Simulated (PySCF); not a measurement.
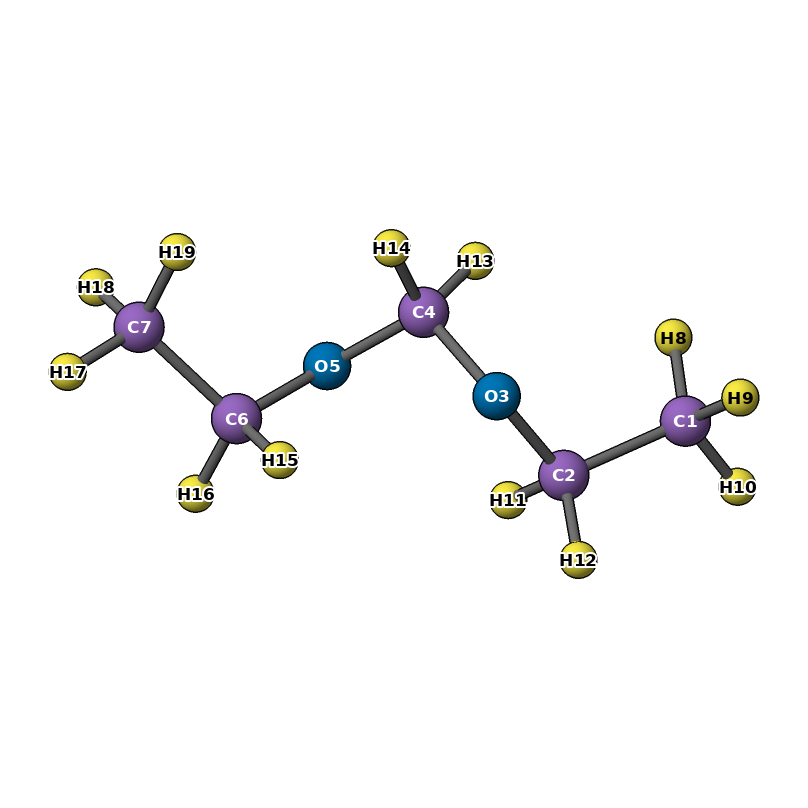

The questions are on isotropic NMR shieldings of the H atoms. The computed structure is the end point of a PBE0-D3(BJ)/def2-SVP optimisation. No frequency run is at hand to confirm it as a minimum. Properties computed with GIAO PBE0/pcSseg-1 NMR shielding, non-relativistic, IEF-PCM methanol (PySCF 2.14.0).

List the isotropic NMR shieldings of the H atoms.

```json
{"atom": "H8", "σ (ppm)": "29.76"}
{"atom": "H9", "σ (ppm)": "30.24"}
{"atom": "H10", "σ (ppm)": "30.44"}
{"atom": "H11", "σ (ppm)": "27.53"}
{"atom": "H12", "σ (ppm)": "27.85"}
{"atom": "H13", "σ (ppm)": "26.70"}
{"atom": "H14", "σ (ppm)": "26.72"}
{"atom": "H15", "σ (ppm)": "27.55"}
{"atom": "H16", "σ (ppm)": "27.84"}
{"atom": "H17", "σ (ppm)": "30.43"}
{"atom": "H18", "σ (ppm)": "30.23"}
{"atom": "H19", "σ (ppm)": "29.78"}
```
